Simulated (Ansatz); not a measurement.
**ZnS (P6_3mc): how the settings move a single-point run**

How sensitive is a single-point run of ZnS (P6_3mc) to its settings? A reference run comes first, then five runs with altered input.

Program: Ansatz 0.2.0. Level of theory: reference: DFT PBE, scalar-relativistic, plane waves, PAW. These are calculated values, not measurements.

2 further runs of the same task are left out: 2 set aside as unsound or not needed. Runs told in other sessions of the task aren't counted.

### 1 The structure to begin with

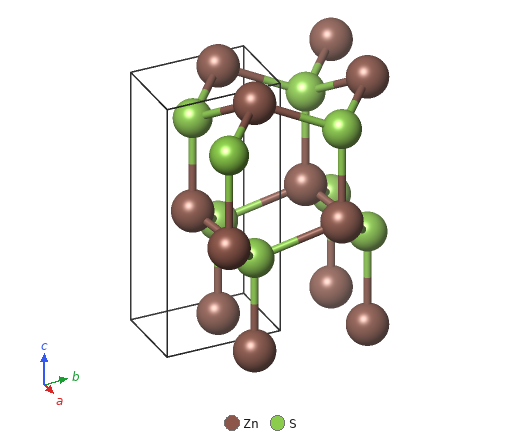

The starting structure, seen slightly off an axis (zinc brown, sulfur green). 2×2×1 cells are drawn.

Structure file:

```
Zn S
1.0
     3.84575    0.00000    0.00000
    -1.92287    3.33051    0.00000
     0.00000    0.00000    6.30438
Zn S
2 2
Cartesian
  0.0000 2.2203 0.0328
  1.9229 1.1102 3.1850
  0.0000 2.2203 2.3944
  1.9229 1.1102 5.5466
```

### 2 Baseline

The input, input.yaml:

```yaml
crystal:
  lattice:
    - [3.8457472788, 0.0, 0.0]
    - [-1.9228736394, 3.33051484, 0.0]
    - [0.0, 0.0, 6.3043756767]
  atoms:
    - { symbol: Zn, position: [0.3333333333, 0.6666666667, 0.0052019376] }
    - { symbol: Zn, position: [0.6666666667, 0.3333333333, 0.5052019376] }
    - { symbol: S, position: [0.3333333333, 0.6666666667, 0.3797980624] }
    - { symbol: S, position: [0.6666666667, 0.3333333333, 0.8797980624] }
basis:
  ecutwfc: 420
  ecutrho_ratio: 4
kpoints:
  mp_grid: { grid: [10, 10, 6] }
  band_path:
    path:
      - [[0.0, 0.0, 0.0], [0.5, 0.0, 0.0], [0.33333333, 0.33333333, 0.0], [0.0, 0.0, 0.0], [0.0, 0.0, 0.5], [0.5, 0.0, 0.5], [0.33333333, 0.33333333, 0.5], [0.0, 0.0, 0.5]]
      - [[0.5, 0.0, 0.5], [0.5, 0.0, 0.0]]
      - [[0.33333333, 0.33333333, 0.5], [0.33333333, 0.33333333, 0.0]]
    npoints: 14
hamiltonian:
  xc: pbe
scf:
  occupations: { method: gaussian, width: 0.05 }
  n_extra_bands: 15
output:
  forces: true
  stress: true
  eigenvalues: true
  populations: true
  dos: { projected: true, de: 0.02, nscf_kmesh: { grid: [15, 15, 9] } }
  bader: true
  write_density: true
  write_potential: true
  elf: true
  volumetric_format: npy
```

Started as:

```bash
$ ansatz run input.yaml --threads 4 --pin off --max-ram 7168MiB --backend cpu --events-out ev --progress --plain --runs-dir out
```

The main lines of its log:

```text
[...]
Basis set: ecut = 420 eV, 1581 PW (Γ), exchange–correlation on 54×54×90 points (8 copies of the dense FFT grid, shifted against one another)
[...]
k-points: 56 of 600 (time reversal used)
[...]
SCF iter   1: F=—  HF=-8445.457285 eV  |F-HF|=—  |Δ(HF+E_count)|=         —  Δρ=4.91e-4  dr2=1.57e-4  ethr=1.77e-3  ⟨swp⟩=5.9  Hψ=8902  notcnv=0  defer=187
preconditioner: auto → Resta (q_TF=auto, 2.385 Å⁻¹)  ε∞=3.7  [insulator: Δε(μ)=2.074 eV  Ē_g=15.032 eV  σ=0.050 eV  W_gap=1.00  n_scr=22 (ndim 8)  ℏωp=24.8 eV  f_vac=0.041  D(μ)=0.00/eV (n_scr^D=0)  ε∞_Penn≈3.7]
SCF iter   2: F=—  HF=-8445.457468 eV  |F-HF|=—  |Δ(HF+E_count)|=   1.83e-4  Δρ=5.35e-4  dr2=2.06e-4  ethr=4.37e-7  ⟨swp⟩=2.7  Hψ=3470  notcnv=0  defer=304
[...]
SCF iter   6: F=—  HF=-8445.457459 eV  |F-HF|=—  |Δ(HF+E_count)|=   1.07e-6  Δρ=1.32e-5  dr2=1.09e-7  ethr=1.66e-9  ⟨swp⟩=2.0  Hψ=2394  notcnv=0  defer=304
SCF iter   7: F=-8445.457460 eV  HF=-8445.457460 eV  |F-HF|=1.20e-8  |Δ(HF+E_count)|=   3.66e-8  Δρ=5.88e-6  dr2=2.46e-8  ethr=2.78e-10  ⟨swp⟩=12.3  Hψ=11831  notcnv=0
[...]
SCF converged after 7 iterations
Free energy (F): -8445.457460 eV
[...]
E sigma→0 (E₀):  -8445.457460 eV
Fermi energy:    6.547746 eV
[...]
  P = ⅓ Tr σ = -0.0088 GPa (-0.088 kbar)
[...]
```

Run time: 20 s. Hardware: 4 threads of Arm Neoverse V2, shared host; peak memory 0.51 GiB.

### 3 Changed: xc_grid 1, occupations.method tetrahedron, scf.algorithm density_mixing, width left out

The input, input.yaml:

```yaml
crystal:
  lattice:
    - [3.845747278814, 0.0, 0.0]
    - [-1.922873639407, 3.330514839988, 0.0]
    - [0.0, 0.0, 6.3043756767]
  atoms:
    - { symbol: Zn, position: [0.3333333333333, 0.6666666666667, 0.0052019376] }
    - { symbol: Zn, position: [0.6666666666667, 0.3333333333333, 0.5052019376] }
    - { symbol: S, position: [0.3333333333333, 0.6666666666667, 0.3797980624] }
    - { symbol: S, position: [0.6666666666667, 0.3333333333333, 0.8797980624] }
basis:
  ecutwfc: 420
  ecutrho_ratio: 4
  xc_grid: 1
kpoints:
  mp_grid: { grid: [10, 10, 6] }
hamiltonian:
  xc: pbe
scf:
  occupations: { method: tetrahedron }
  algorithm: density_mixing
output:
  forces: true
  stress: true
```

Started as:

```bash
$ ansatz run input.yaml --threads 4 --pin off --max-ram 7168MiB --backend cpu --events-out ev --progress --plain --runs-dir out
```

What it wrote (excerpt; [...] marks lines left out):

```text
Warning: output.forces, output.stress, relax.cell or npt_langevin: where a Kohn–Sham band that disperses or a degenerate level is filled in part under the method tetrahedron, the forces or the stress that this run publishes need not agree with its energy (scf.occupations.method in the [...]
Warning: RAYON_NUM_THREADS=4 ignored (pool sized by the plan → 4); use --threads N
[...]
Pseudopotentials: kind: paw
Pseudopotential: Zn, paw, valence charge 12, recommended cutoff 420 eV (normal), Zn.paw.azcp
Pseudopotential: S, paw, valence charge 6, recommended cutoff 420 eV (normal), S.paw.azcp
Functional definition: PBE
[...]
Crystal: 4 atoms, lattice volume = 80.748 Å³
Basis set: ecut = 420 eV, 1581 PW (Γ)
Bands: 22, of which v1, the nominal top of the filled ones, is band 18 counted from 1 (17 counted from 0)
Symmetry: 12 space group operations
Space group: P63mc (ITA 186), of the structure as read, at distance tolerance 4.3e-5 Å
k-points: 56 of 600 (time reversal used)
[...]
SCF iter   1: F=—  HF=-8445.457003 eV  |F-HF|=—  |Δ(HF+E_count)|=         —  Δρ=5.15e-4  dr2=2.47e-4  ethr=1.77e-3  ⟨swp⟩=6.3  Hψ=6165  notcnv=0
[...]
SCF iter   6: F=-8445.457520 eV  HF=-8445.457520 eV  |F-HF|=3.90e-8  |Δ(HF+E_count)|=   8.41e-7  Δρ=1.05e-5  dr2=7.97e-8  ethr=2.78e-10  ⟨swp⟩=3.0  Hψ=5290  notcnv=0
[...]
SCF converged after 6 iterations
Stability not checked: this state was not tested for a lower state beside it, because cold or Methfessel-Paxton smearing, or corrected tetrahedra, fill the levels in a way that the test cannot read (fill_not_monotonic; see scf.lower_state_search)
Free energy (F): -8445.457520 eV
[...]
E sigma→0 (E₀):  -8445.457520 eV
Fermi energy:    5.507927 eV
[...]
--- Forces (eV/Å), atoms counted from 1 ---
  atom   1  Zn     0.00000000    -0.00000000     0.00046392
  atom   2  Zn     0.00000000     0.00000000     0.00046392
  atom   3  S     -0.00000000    -0.00000000    -0.00048208
  atom   4  S     -0.00000000     0.00000000    -0.00048208
[...]
--- Stress (GPa, compression-positive) ---
       -0.019427       0.000000       0.000000
        0.000000      -0.019427       0.000000
        0.000000       0.000000       0.012645
  P = ⅓ Tr σ = -0.0087 GPa (-0.087 kbar)
--- Band table (eV; the first three rows and the last of 56) ---
  k-point 0: bands = ["-7.5003", "-6.6098", "-0.7438", "-0.7323", "-0.7323", "-0.6539", "-0.6539", "-0.3128", "-0.3128", "-0.2405", "-0.2405", "-0.0884", "0.3442", "4.6523", "4.6523", "5.4351", "5.5079", "5.5079", "7.5869", "8.5541", "11.8123", "11.8123"]
[...]
```

It took 1.9 s on 4 threads of Arm Neoverse V2, shared host; peak memory 0.36 GiB.

Changing the numerical grids, smearing and solver hardly moves the energy: 0.0 meV/atom.

### 4 Changed: ecutwfc 600 eV, n_extra_bands 4

The input, input.yaml:

```yaml
crystal:
  lattice:
    - [3.845747278814, 0.0, 0.0]
    - [-1.922873639407, 3.330514839988, 0.0]
    - [0.0, 0.0, 6.3043756767]
  atoms:
    - { symbol: Zn, position: [0.3333333333333, 0.6666666666667, 0.0052019376] }
    - { symbol: Zn, position: [0.6666666666667, 0.3333333333333, 0.5052019376] }
    - { symbol: S, position: [0.3333333333333, 0.6666666666667, 0.3797980624] }
    - { symbol: S, position: [0.6666666666667, 0.3333333333333, 0.8797980624] }
basis:
  ecutwfc: "600 eV"
  ecutrho_ratio: 4
kpoints:
  mp_grid: { grid: [10, 10, 6] }
hamiltonian:
  xc: pbe
scf:
  occupations: { method: gaussian, width: 0.05 }
  n_extra_bands: 4
output:
  forces: true
  stress: true
```

Started as:

```bash
$ ansatz run input.yaml --threads 4 --pin off --max-ram 7168MiB --backend cpu --events-out ev --progress --plain --runs-dir out
```

What it wrote (excerpt; [...] marks lines left out):

```text
Warning: RAYON_NUM_THREADS=4 ignored (pool sized by the plan → 4); use --threads N
scf.n_extra_bands = 4 over 18 filled bands (N_el = 36.0): the run solves 22 bands
[...]
Pseudopotentials: kind: paw
Pseudopotential: Zn, paw, valence charge 12, recommended cutoff 420 eV (normal), Zn.paw.azcp
Pseudopotential: S, paw, valence charge 6, recommended cutoff 420 eV (normal), S.paw.azcp
Functional definition: PBE
[...]
Crystal: 4 atoms, lattice volume = 80.748 Å³
Basis set: ecut = 600 eV, 2743 PW (Γ), exchange–correlation on 64×64×108 points (8 copies of the dense FFT grid, shifted against one another)
Bands: 22, of which v1, the nominal top of the filled ones, is band 18 counted from 1 (17 counted from 0)
Symmetry: 12 space group operations
Space group: P63mc (ITA 186), of the structure as read, at distance tolerance 4.3e-5 Å
k-points: 56 of 600 (time reversal used)
[...]
SCF iter   1: F=—  HF=-8445.463351 eV  |F-HF|=—  |Δ(HF+E_count)|=         —  Δρ=6.21e-4  dr2=3.06e-4  ethr=1.77e-3  ⟨swp⟩=6.2  Hψ=6083  notcnv=0
[...]
SCF iter   7: F=-8445.463841 eV  HF=-8445.463841 eV  |F-HF|=7.93e-9  |Δ(HF+E_count)|=   1.63e-7  Δρ=2.99e-6  dr2=9.22e-9  ethr=2.78e-10  ⟨swp⟩=4.6  Hψ=4546  notcnv=0
[...]
SCF converged after 7 iterations
Free energy (F): -8445.463841 eV
[...]
E sigma→0 (E₀):  -8445.463841 eV
Fermi energy:    6.546777 eV
[...]
--- Forces (eV/Å), atoms counted from 1 ---
  atom   1  Zn     0.00000000    -0.00000000     0.00039979
  atom   2  Zn    -0.00000000     0.00000000     0.00039979
  atom   3  S      0.00000000    -0.00000000    -0.00040348
  atom   4  S      0.00000000     0.00000000    -0.00040348
[...]
--- Stress (GPa, compression-positive) ---
       -0.028923       0.000000       0.000000
        0.000000      -0.028923       0.000000
        0.000000       0.000000       0.002340
  P = ⅓ Tr σ = -0.0185 GPa (-0.185 kbar)
```

Wall time 3.4 s (4 threads of Arm Neoverse V2, shared host); peak memory 0.44 GiB.

Changing the cutoff and band count moves the energy by -1.6 meV/atom. More plane waves (600 against 420 eV) lower the energy, so the reference carries at least that much basis error.

### 5 Variant: lower_state_search light, accuracy medium

The input, input.yaml:

```yaml
crystal:
  lattice:
    - [3.845747278814, 0.0, 0.0]
    - [-1.922873639407, 3.330514839988, 0.0]
    - [0.0, 0.0, 6.3043756767]
  atoms:
    - { symbol: Zn, position: [0.3333333333333, 0.6666666666667, 0.0052019376] }
    - { symbol: Zn, position: [0.6666666666667, 0.3333333333333, 0.5052019376] }
    - { symbol: S, position: [0.3333333333333, 0.6666666666667, 0.3797980624] }
    - { symbol: S, position: [0.6666666666667, 0.3333333333333, 0.8797980624] }
basis:
  ecutwfc: 420
  ecutrho_ratio: 4
kpoints:
  mp_grid: { grid: [10, 10, 6] }
hamiltonian:
  xc: pbe
scf:
  occupations: { method: gaussian, width: 0.05 }
  lower_state_search: light
output:
  forces: true
  stress: true
  write_density: true
  write_potential: true
  elf: true
  volumetric_format: npy
accuracy: medium
```

Started as:

```bash
$ ansatz run input.yaml --threads 4 --pin off --max-ram 7168MiB --backend cpu --events-out ev --progress --plain --runs-dir out
```

What it wrote (excerpt; [...] marks lines left out):

```text
Warning: RAYON_NUM_THREADS=4 ignored (pool sized by the plan → 4); use --threads N
[...]
Pseudopotentials: kind: paw
Pseudopotential: Zn, paw, valence charge 12, recommended cutoff 420 eV (normal), Zn.paw.azcp
Pseudopotential: S, paw, valence charge 6, recommended cutoff 420 eV (normal), S.paw.azcp
Functional definition: PBE
[...]
Crystal: 4 atoms, lattice volume = 80.748 Å³
Basis set: ecut = 420 eV, 1581 PW (Γ), exchange–correlation on 54×54×90 points (8 copies of the dense FFT grid, shifted against one another)
Bands: 22, of which v1, the nominal top of the filled ones, is band 18 counted from 1 (17 counted from 0)
Symmetry: 12 space group operations
Space group: P63mc (ITA 186), of the structure as read, at distance tolerance 4.3e-5 Å
k-points: 56 of 600 (time reversal used)
[...]
SCF iter   1: F=—  HF=-8445.457099 eV  |F-HF|=—  |Δ(HF+E_count)|=         —  Δρ=5.14e-4  dr2=2.45e-4  ethr=1.77e-3  ⟨swp⟩=5.6  Hψ=5772  notcnv=0
[...]
SCF iter   6: F=-8445.457459 eV  HF=-8445.457459 eV  |F-HF|=5.01e-8  |Δ(HF+E_count)|=   9.48e-7  Δρ=1.01e-5  dr2=7.64e-8  ethr=2.78e-10  ⟨swp⟩=6.0  Hψ=8567  notcnv=0
[...]
SCF converged after 6 iterations
Free energy (F): -8445.457459 eV
[...]
E sigma→0 (E₀):  -8445.457459 eV
Fermi energy:    6.547835 eV
[...]
--- Forces (eV/Å), atoms counted from 1 ---
  atom   1  Zn     0.00000000    -0.00000000     0.00044234
  atom   2  Zn     0.00000000     0.00000000     0.00044234
  atom   3  S      0.00000000    -0.00000000    -0.00045289
  atom   4  S      0.00000000     0.00000000    -0.00045289
[...]
--- Stress (GPa, compression-positive) ---
       -0.019433      -0.000000       0.000000
        0.000000      -0.019433       0.000000
        0.000000       0.000000       0.012203
  P = ⅓ Tr σ = -0.0089 GPa (-0.089 kbar)
--- Band table (eV; the first three rows and the last of 56) ---
[... band rows left out ...]
[...]
```

Run time: 2.5 s. Hardware: 4 threads of Arm Neoverse V2, shared host; peak memory 0.38 GiB.

The changed input (search for lower states and accuracy level) leaves the energy the same to the digits printed.

### 6 Changing settings: ecutwfc 36.7 Ry, mp_grid.grid [12, 12, 8]

The input, input.yaml:

```yaml
crystal:
  lattice:
    - [3.845747278814, 0.0, 0.0]
    - [-1.922873639407, 3.330514839988, 0.0]
    - [0.0, 0.0, 6.3043756767]
  atoms:
    - { symbol: Zn, position: [0.3333333333333, 0.6666666666667, 0.0052019376] }
    - { symbol: Zn, position: [0.6666666666667, 0.3333333333333, 0.5052019376] }
    - { symbol: S, position: [0.3333333333333, 0.6666666666667, 0.3797980624] }
    - { symbol: S, position: [0.6666666666667, 0.3333333333333, 0.8797980624] }
basis:
  ecutwfc: "36.7 Ry"
  ecutrho_ratio: 4
kpoints:
  mp_grid: { grid: [12, 12, 8] }
hamiltonian:
  xc: pbe
scf:
  occupations: { method: gaussian, width: 0.05 }
output:
  forces: true
  stress: true
```

Started as:

```bash
$ ansatz run input.yaml --threads 4 --pin off --max-ram 7168MiB --backend cpu --events-out ev --progress --plain --runs-dir out
```

What it wrote (excerpt; [...] marks lines left out):

```text
Warning: RAYON_NUM_THREADS=4 ignored (pool sized by the plan → 4); use --threads N
[...]
Pseudopotentials: kind: paw
Pseudopotential: Zn, paw, valence charge 12, recommended cutoff 420 eV (normal), Zn.paw.azcp
Pseudopotential: S, paw, valence charge 6, recommended cutoff 420 eV (normal), S.paw.azcp
Functional definition: PBE
[...]
Crystal: 4 atoms, lattice volume = 80.748 Å³
Basis set: ecut = 499.3289376138798 eV, 1997 PW (Γ), exchange–correlation on 60×60×96 points (8 copies of the dense FFT grid, shifted against one another)
Bands: 22, of which v1, the nominal top of the filled ones, is band 18 counted from 1 (17 counted from 0)
Symmetry: 12 space group operations
Space group: P63mc (ITA 186), of the structure as read, at distance tolerance 4.3e-5 Å
k-points: 95 of 1152 (time reversal used)
[...]
SCF iter   1: F=—  HF=-8445.462130 eV  |F-HF|=—  |Δ(HF+E_count)|=         —  Δρ=5.74e-4  dr2=2.85e-4  ethr=1.77e-3  ⟨swp⟩=5.9  Hψ=9976  notcnv=0
[...]
SCF iter   7: F=-8445.462897 eV  HF=-8445.462897 eV  |F-HF|=8.96e-9  |Δ(HF+E_count)|=   1.64e-7  Δρ=2.75e-6  dr2=8.82e-9  ethr=2.78e-10  ⟨swp⟩=4.0  Hψ=7604  notcnv=0
[...]
SCF converged after 7 iterations
Free energy (F): -8445.462897 eV
[...]
E sigma→0 (E₀):  -8445.462897 eV
Fermi energy:    6.546934 eV
[...]
--- Forces (eV/Å), atoms counted from 1 ---
  atom   1  Zn    -0.00000000    -0.00000000     0.00038082
  atom   2  Zn     0.00000000     0.00000000     0.00038082
  atom   3  S      0.00000000    -0.00000000    -0.00038711
  atom   4  S      0.00000000     0.00000000    -0.00038711
[...]
--- Stress (GPa, compression-positive) ---
       -0.026694       0.000000       0.000000
        0.000000      -0.026694       0.000000
        0.000000       0.000000       0.005080
  P = ⅓ Tr σ = -0.0161 GPa (-0.161 kbar)
```

It took 4 s on 4 threads of Arm Neoverse V2, shared host; peak memory 0.47 GiB.

Changing the cutoff and k-point mesh moves the energy by -1.4 meV/atom. More than one kind of setting changed, and this run alone doesn't tell their shares apart.

### 7 Changed: pseudopotentials.kind paw, pseudopotentials.source jth, mixing.algorithm broyden, mixing.beta 0.5

The input, input.yaml:

```yaml
crystal:
  lattice:
    - [3.845747278814, 0.0, 0.0]
    - [-1.922873639407, 3.330514839988, 0.0]
    - [0.0, 0.0, 6.3043756767]
  atoms:
    - { symbol: Zn, position: [0.3333333333333, 0.6666666666667, 0.0052019376] }
    - { symbol: Zn, position: [0.6666666666667, 0.3333333333333, 0.5052019376] }
    - { symbol: S, position: [0.3333333333333, 0.6666666666667, 0.3797980624] }
    - { symbol: S, position: [0.6666666666667, 0.3333333333333, 0.8797980624] }
basis:
  ecutwfc: 420
  ecutrho_ratio: 4
kpoints:
  mp_grid: { grid: [10, 10, 6] }
hamiltonian:
  xc: pbe
  pseudopotentials: { kind: paw, source: jth }
scf:
  occupations: { method: gaussian, width: 0.05 }
  mixing: { algorithm: broyden, beta: 0.5 }
output:
  forces: true
  stress: true
```

Started as:

```bash
$ ansatz run input.yaml --threads 4 --pin off --max-ram 7168MiB --backend cpu --events-out ev --progress --plain --runs-dir out
```

What it wrote (excerpt; [...] marks lines left out):

```text
Warning: basis.ecutwfc = 420 eV is below the records' recommended 1080 eV, and the density's cutoff is lower with it unless basis.ecutrho_ratio is high enough to keep the records' density cutoff: compare with a run at a higher cutoff
Warning: basis.ecutrho_ratio = 4 (ecutrho = 1680 eV) is below the records' recommended 6480 eV
Warning: <dir> the checks of this Zn dataset prove no rule for summing its radial tables, as where they were carried onto another mesh than they were made on, and Gregory's rule is taken, under which a leading mesh point left out moves its sums only by what lay on the interval it spanned. [...]
Warning: <dir> the checks of this S dataset prove no rule for summing its radial tables, as where they were carried onto another mesh than they were made on, and Gregory's rule is taken, under which a leading mesh point left out moves its sums only by what lay on the interval it spanned. [...]
Warning: RAYON_NUM_THREADS=4 ignored (pool sized by the plan → 4); use --threads N
[...]
Pseudopotentials: kind: paw
Pseudopotential: Zn, paw, valence charge 12, recommended cutoff 1080 eV (normal), Zn.paw.azcp
Pseudopotential: S, paw, valence charge 6, recommended cutoff 780 eV (normal), S.paw.azcp
Functional definition: PBE
[...]
Crystal: 4 atoms, lattice volume = 80.748 Å³
Basis set: ecut = 420 eV, 1581 PW (Γ), exchange–correlation on 54×54×90 points (8 copies of the dense FFT grid, shifted against one another)
Bands: 22, of which v1, the nominal top of the filled ones, is band 18 counted from 1 (17 counted from 0)
Symmetry: 12 space group operations
Space group: P63mc (ITA 186), of the structure as read, at distance tolerance 4.3e-5 Å
k-points: 56 of 600 (time reversal used)
[...]
SCF iter   1: F=—  HF=-8442.315490 eV  |F-HF|=—  |Δ(HF+E_count)|=         —  Δρ=4.72e-2  dr2=7.67e-1  ethr=3.10e-3  ⟨swp⟩=12.7  Hψ=11322  notcnv=0
[...]
SCF iter   9: F=-8442.055791 eV  HF=-8442.055791 eV  |F-HF|=1.35e-8  |Δ(HF+E_count)|=   1.39e-6  Δρ=1.24e-5  dr2=4.58e-8  ethr=2.78e-10  ⟨swp⟩=8.5  Hψ=7595  notcnv=0
[...]
SCF converged after 9 iterations
Stability not checked: this state was not tested for a lower state beside it, because the mixer in use, unlike msr1, does not test its closes by its own steps (another_mixer; see scf.mixing.algorithm and scf.lower_state_search)
Free energy (F): -8442.055791 eV
[...]
E sigma→0 (E₀):  -8442.055791 eV
Fermi energy:    7.220345 eV
[...]
--- Forces (eV/Å), atoms counted from 1 ---
  atom   1  Zn     0.00000000    -0.00000000     0.00064070
  atom   2  Zn     0.00000000     0.00000000     0.00064070
  atom   3  S      0.00000000    -0.00000000    -0.00065434
  atom   4  S      0.00000000     0.00000000    -0.00065434
[...]
--- Stress (GPa, compression-positive) ---
       -0.063037      -0.000000       0.000000
       -0.000000      -0.063037       0.000000
        0.000000      -0.000000      -0.031474
  P = ⅓ Tr σ = -0.0525 GPa (-0.525 kbar)
```

It took 2.7 s on 4 threads of Arm Neoverse V2, shared host; peak memory 0.4 GiB.

A change of potentials puts the total energy on another scale; the gap on the mesh goes from 2.08 to 2.06 eV. The cutoff is far under what these potentials recommend, so these values carry a basis error that can be large.

### 8 Side by side

```csv
run,ending,energy change,pressure (GPa),gap (eV),force (eV/Å),cycles,time
reference,converged,0,0.0,2.08,0.00,7,20 s
"1: xc_grid 1, occupations.method tetrahedron, scf.algorithm density_mixing, width left out",converged,0.0 meV/atom (σ→0),0.0,2.08,0.00,6,1.9 s
"2: ecutwfc 600 eV, n_extra_bands 4",converged,-1.6 meV/atom,0.0,2.08,0.00,7,3.4 s
"3: lower_state_search light, accuracy medium",converged,0.0 meV/atom,0.0,2.08,0.00,6,2.5 s
"4: ecutwfc 36.7 Ry, mp_grid.grid [12, 12, 8]",converged,-1.4 meV/atom,0.0,2.08,0.00,7,4 s
"5: pseudopotentials.kind paw, pseudopotentials.source jth, mixing.algorithm broyden, mixing.beta 0.5",converged,not comparable,-0.1,2.06,0.00,9,2.7 s
```

Times don't compare one to one where runs were asked for different outputs or read a saved state (see the inputs); cycles may leave out searches for a lower state.

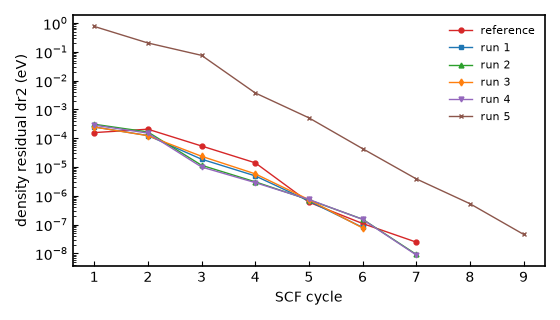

Residual by cycle in the longest SCF loop of each run; runs are numbered as in the table.

What this shows: Run 5 ran under the cutoff that the potentials recommend, as the log warns, so basis error is mixed into its values, and swamps them where the cutoff is far short.

These are semilocal Kohn-Sham gaps, which aren't the measured quantity. Such gaps usually fall short of the measured ones.
